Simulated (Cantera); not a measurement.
Charge: 1 mol Pb, 1.3 mol O2, 0.39 mol N2, at 1.00 bar.

Cantera equilibrium calculation (NASA polynomials, part measured and part estimated; ideal gas, pure solids and liquids). Candidate condensed phases: Pb, PbO, PbO2, Pb3O4; 12 gas species. The numbers say what is thermodynamically allowed, not how fast it happens.

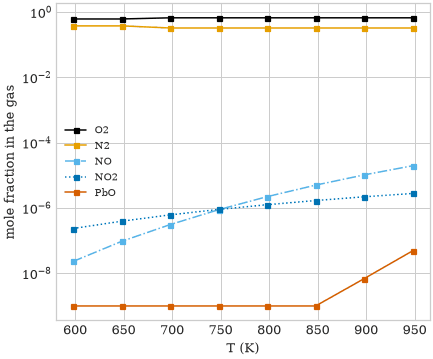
Equilibrium gas composition (values under 1e-9 drawn at 1e-9)

From 598 K to 648 K the condensed part is Pb3O4(s). From 698 K to 748 K the condensed part is PbO(red). From 798 K to 948 K the condensed part is PbO(yellow).
